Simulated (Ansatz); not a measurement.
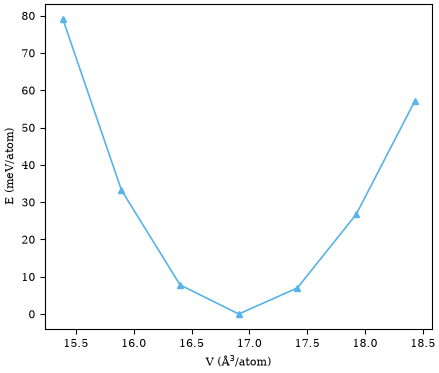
*ZrS (rock salt, Fm-3m) under volume change, LDA in the plane-wave PAW code Ansatz, scaled uniformly.*

What does a third-order Birch–Murnaghan fit give for V₀, B₀ and B′?

V₀ = 16.91 Å³/atom, B₀ = 156 GPa, B′ = 4.4.

The workflow started from an entry of the Crystallography Open Database (COD), which files this formula under 2 space groups. Its standing as an ambient phase is unchecked. The cell was relaxed with LDA under the symmetry of its start; of distortions, only those at the zone centre were tested. No spin polarisation was allowed.

Potentials: the later of the program's two PAW sets.
